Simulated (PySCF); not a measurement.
System: C4H11FOSi (SMILES CO[SiH2]CCCF).

The calculation's input:

```
{"job": {"kind": "nmr", "xc": "PBE0", "basis": "pcSseg-1", "pop": false}, "charge": 0, "multiplicity": 1}
C      3.544700    -0.435600    -0.377600
O      2.227400     0.009800    -0.483500
Si     0.878600    -0.735800     0.017000
C     -0.477800     0.471000    -0.517500
C     -1.852500    -0.011500    -0.081400
C     -2.945200     0.938700    -0.547700
F     -4.177600     0.518700    -0.102500
H      3.696500    -1.334500    -0.979200
H      3.796900    -0.665900     0.659600
H      4.200500     0.356100    -0.741000
H      0.712900    -2.047600    -0.623300
H      0.896200    -0.941000     1.470700
H     -0.468800     0.590900    -1.601800
H     -0.294700     1.460700    -0.096900
H     -1.895300    -0.089100     1.006100
H     -2.049600    -1.004300    -0.488600
H     -3.005200     0.978400    -1.640600
H     -2.795800     1.947400    -0.148200
```

Launched as:

```sh
OMP_NUM_THREADS=1 python probes_run.py task.json out
```

Geometry: GFN2-xTB, NEB image 0 of 0 to 8.

These are results of PBE0/pcSseg-1, SCF density, gas phase, non-relativistic in PySCF, not measurements.

**What will maps of the electron density and electron localisation function show?**

C–F (1.38 Å): the density is about 2.1 e/Å³ at the midpoint, with its minimum of 1.6 e/Å³ about 0.5 Å from C; the ELF peaks at about 0.85 between the atoms; a shared but strongly polarised pair.
C–O (1.39 Å): ρ at the midpoint is about 2.1 e/Å³, with its minimum of 1.8 e/Å³ about 0.5 Å from C; the ELF peaks at about 0.90 between the atoms; a shared but strongly polarised pair.
C–C (1.52 Å): the density is about 1.6 e/Å³ at the midpoint; the ELF peaks at about 0.95 between the atoms: localised, covalent bonding.
Si–O (1.62 Å): ρ at the midpoint is about 1.2 e/Å³; the ELF peaks at about 0.85 between the atoms (a polar covalent bond).

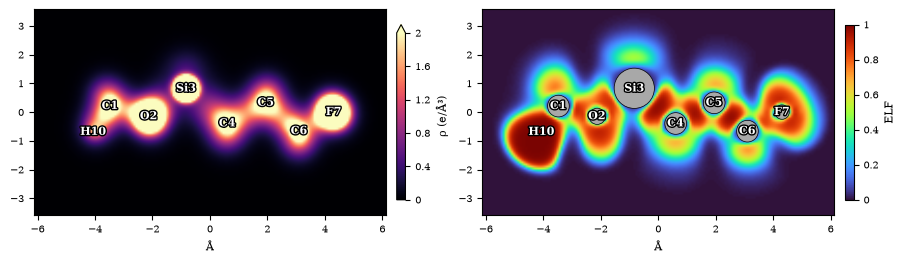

Computed electron density and electron localisation function on the plane of atoms C4, C5 and C6, in this order. Grey discs cover the atomic cores in the ELF map. 
